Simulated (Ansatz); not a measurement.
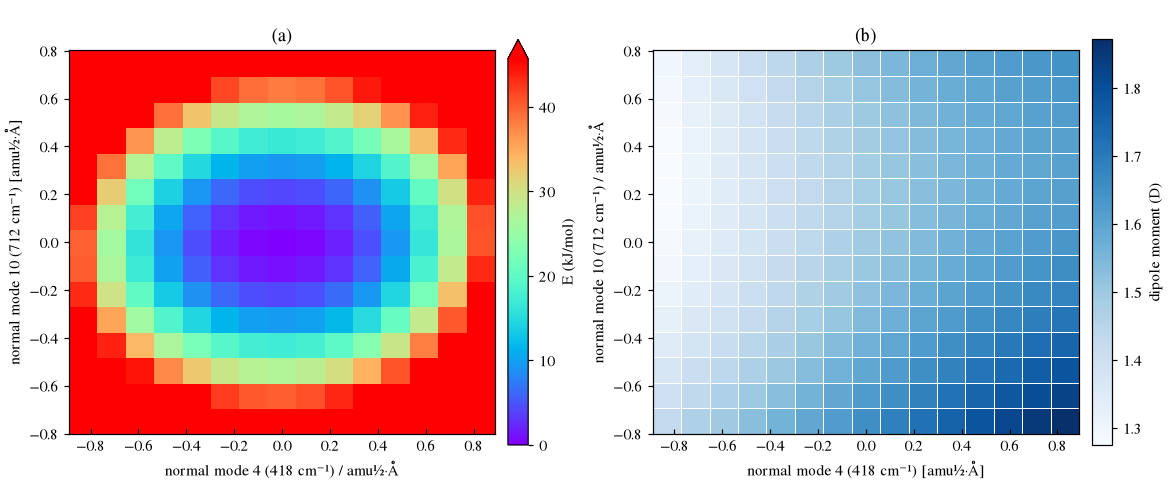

CH5ClSi2, SMILES Cl[SiH]1C[SiH2]1. First axis: normal mode 4 (418 cm⁻¹). Second axis: normal mode 10 (712 cm⁻¹). Nothing is relaxed (straight displacements along the two mass-weighted modes). The grid has 15 × 15 points. Points are written as (first, second). All energies are given in kJ/mol relative to the lowest grid point. The calculation used RKS PBE0-D4/def2-SVP in Ansatz 0.2.0.

Panel (a) is the energy; panel (b) is the computed dipole moment, in D.

In the figure: one coloured cell a grid point, one colour for all values above the top of the scale.

Q: How does the dipole moment vary over the map, and what is it at the lowest grid point?

A: Leaving out the highest fifth of the energies, it runs from 1.28 D at (−0.831 amu½·Å, 0.214 amu½·Å) to 1.75 D at (0.475 amu½·Å, −0.641 amu½·Å). At the lowest grid point, (0.000 amu½·Å, 0.000 amu½·Å), it is 1.49 D.

```tsv
normal mode 10 (712 cm⁻¹) ↓, normal mode 4 (418 cm⁻¹) →	−0.831	−0.712	−0.594	−0.475	−0.356	−0.237	−0.119	0.000	0.119	0.237	0.356	0.475	0.594	0.712	0.831
0.748	1.30	1.34	1.37	1.41	1.44	1.47	1.50	1.53	1.55	1.57	1.59	1.61	1.62	1.63	1.64
0.641	1.29	1.33	1.36	1.40	1.43	1.46	1.49	1.51	1.54	1.56	1.58	1.59	1.61	1.62	1.63
0.534	1.28	1.32	1.36	1.39	1.42	1.45	1.48	1.50	1.52	1.54	1.56	1.58	1.60	1.61	1.62
0.427	1.28	1.32	1.35	1.38	1.41	1.44	1.47	1.49	1.51	1.54	1.56	1.57	1.59	1.60	1.61
0.320	1.28	1.31	1.34	1.38	1.41	1.43	1.46	1.49	1.51	1.53	1.55	1.57	1.58	1.60	1.61
0.214	1.28	1.31	1.34	1.37	1.40	1.43	1.46	1.48	1.51	1.53	1.55	1.57	1.58	1.60	1.61
0.107	1.28	1.31	1.35	1.38	1.41	1.43	1.46	1.49	1.51	1.53	1.55	1.57	1.59	1.61	1.62
0.000	1.28	1.32	1.35	1.38	1.41	1.44	1.47	1.49	1.52	1.54	1.56	1.59	1.60	1.62	1.63
−0.107	1.30	1.33	1.36	1.39	1.42	1.45	1.48	1.50	1.53	1.56	1.58	1.60	1.62	1.64	1.66
−0.214	1.31	1.34	1.38	1.41	1.44	1.47	1.49	1.52	1.55	1.57	1.60	1.62	1.65	1.66	1.68
−0.320	1.33	1.36	1.39	1.43	1.45	1.48	1.51	1.54	1.57	1.60	1.62	1.65	1.67	1.69	1.71
−0.427	1.35	1.38	1.42	1.45	1.48	1.51	1.54	1.57	1.59	1.62	1.65	1.68	1.71	1.73	1.75
−0.534	1.37	1.41	1.44	1.47	1.50	1.53	1.56	1.59	1.62	1.65	1.68	1.71	1.74	1.77	1.79
−0.641	1.40	1.44	1.47	1.50	1.53	1.56	1.59	1.62	1.65	1.69	1.72	1.75	1.78	1.80	1.83
−0.748	1.43	1.47	1.50	1.53	1.56	1.59	1.62	1.65	1.69	1.72	1.75	1.79	1.82	1.85	1.87
```
